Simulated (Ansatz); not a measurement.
# HF/STO-3G run of C2H7AlO (SMILES C[CH2][AlH][OH])

What is the electronic atomisation energy of C2H7AlO at HF/STO-3G? 

The calculation is run with Ansatz 0.2.0.

61 further runs of the same task are left out: 61 set aside as unsound or not needed.

### 1 The structure to begin with

The species is C2H7AlO (11 atoms), meant as a singlet with charge 0. As SMILES, `C[CH2][AlH][OH]`. The coordinates come from a PBE0-D4/def2-TZVP relaxation. This is one conformer, not always the lowest.

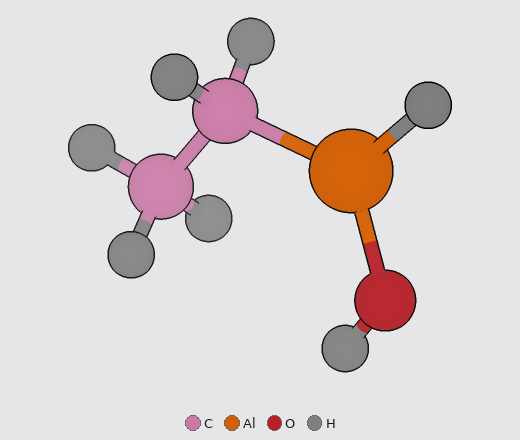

Viewed from a chosen angle; carbon pink, aluminium orange, oxygen red, hydrogen grey.

### 2 A single-point energy at HF/STO-3G

job.yaml reads:

```yaml
crystal:
  periodic: [false, false, false]
  atoms:
    - {symbol: C, position_ang: [-1.111600, 0.829400, 0.106400]}
    - {symbol: C, position_ang: [0.175900, 0.388000, 0.802000]}
    - {symbol: Al, position_ang: [1.254500, -0.947900, -0.137800]}
    - {symbol: O, position_ang: [0.762600, -1.576800, -1.639300]}
    - {symbol: H, position_ang: [-1.791000, -0.011900, -0.058700]}
    - {symbol: H, position_ang: [-1.662600, 1.575000, 0.687600]}
    - {symbol: H, position_ang: [-0.910600, 1.273300, -0.872900]}
    - {symbol: H, position_ang: [-0.049300, -0.010000, 1.800700]}
    - {symbol: H, position_ang: [0.818800, 1.256800, 0.997900]}
    - {symbol: H, position_ang: [2.622300, -1.522700, 0.412400]}
    - {symbol: H, position_ang: [-0.043800, -1.310100, -2.077800]}
basis:
  gaussian: {orbitals: STO-3G}
accuracy: high
output: {orbitals: {seedname: orbitals}}
hamiltonian: {xc: hf}
```

Command:

```sh
$ ansatz run job.yaml --threads 1 --pin off --max-ram 3480MiB --events-out events.jsonl --progress --plain --runs-dir runs
```

What it wrote:

```text
Warning: RAYON_NUM_THREADS=1 ignored (pool sized by the plan → 1); use --threads N
Functional definition: HF
  name "HF"
  exchange = exact_x
  correlation = 0
628 factors; integrals over basis functions are off by at most 2.2e-9 eV
mean field evaluation 1: about -10658.4687 eV, gradient 2.5e1 eV
mean field evaluation 2: about -10658.6036 eV, gradient 2.5e1 eV
mean field evaluation 4: about -10660.9520 eV, gradient 1.5e0 eV
mean field evaluation 8: about -10660.9616 eV, gradient 2.4e-5 eV
mean field -10660.96160665 eV, -391.7831127851 hartree, gradient 1.6e-8 eV, S^2 0.000000; 0 other end points of the search recorded, 0 dependent functions left out
reference -10660.96160665 eV, -391.7831127851 hartree; 20, 20 occupied and 11, 11 virtual orbitals, 628 factors
Total energy: -10660.96160665 eV, -391.7831127851 hartree
```

It took 0.26 s on 1 thread of Arm Neoverse V2, shared host.

### 3 The Al atom

run.yaml reads:

```yaml
crystal:
  periodic: [false, false, false]
  atoms:
    - {symbol: Al, position_ang: [0.000000, 0.000000, 0.000000]}
basis:
  gaussian:
    orbitals: STO-3G
total_charge: 0
accuracy: high
hamiltonian:
  xc: hf
magnetization:
  spin_polarized: true
  initial_magnetization: 1
```

Run the same way, it converges to -238.85836 Eh (log not shown).

### 4 The C atom

molecule.yaml reads:

```yaml
crystal:
  periodic: [false, false, false]
  atoms:
    - {symbol: C, position_ang: [0.000000, 0.000000, 0.000000]}
basis:
  gaussian: {orbitals: STO-3G}
accuracy: high
magnetization: {spin_polarized: true, initial_magnetization: 2}
hamiltonian: {xc: hf}
```

Run the same way, it converges to -37.19839 Eh (log not shown).

### 5 The H atom at the same level

molecule.yaml reads:

```yaml
basis:
  gaussian: {orbitals: STO-3G}
crystal:
  periodic: [false, false, false]
  atoms:
    - symbol: H
      position_ang: [0.000000, 0.000000, 0.000000]
magnetization: {spin_polarized: true, initial_magnetization: 1}
hamiltonian: {xc: hf}
accuracy: high
```

Run the same way, it converges to -0.46658 Eh (log not shown).

### 6 The O atom

in.yaml reads:

```yaml
crystal:
  periodic: [false, false, false]
  atoms:
    - symbol: O
      position_ang: [0.000000, 0.000000, 0.000000]
basis:
  gaussian: {orbitals: STO-3G}
magnetization: {spin_polarized: true, initial_magnetization: 2}
hamiltonian: {xc: hf}
accuracy: high
```

Run the same way, it converges to -73.80415 Eh (log not shown).

### 7 Results

At HF/STO-3G:

| quantity | value |
| --- | --- |
| molecule: total energy | -391.78311 Eh |
| molecule: HOMO energy | -8.08 eV |
| molecule: LUMO energy | 9.58 eV |
| molecule: HOMO–LUMO gap | 17.66 eV |
| Al atom: total energy | -238.85836 Eh |
| Al atom: ⟨S²⟩ | 0.750 |
| C atom: total energy | -37.19839 Eh |
| C atom: ⟨S²⟩ | 2.000 |
| H atom: total energy | -0.46658 Eh |
| H atom: ⟨S²⟩ | 0.750 |
| O atom: total energy | -73.80415 Eh |
| O atom: ⟨S²⟩ | 2.000 |
| electronic atomisation energy | 39.667 eV |

**Reading.** Taking the molecule apart into free atoms costs 39.67 eV (3827 kJ/mol), before zero-point energy and without spin-orbit coupling. Hartree–Fock lacks the correlation of the bonding pairs, which as a rule makes this value much too low; in minimal bases other errors can mask that. In a minimal basis such a difference can be off by several eV, whatever the method.
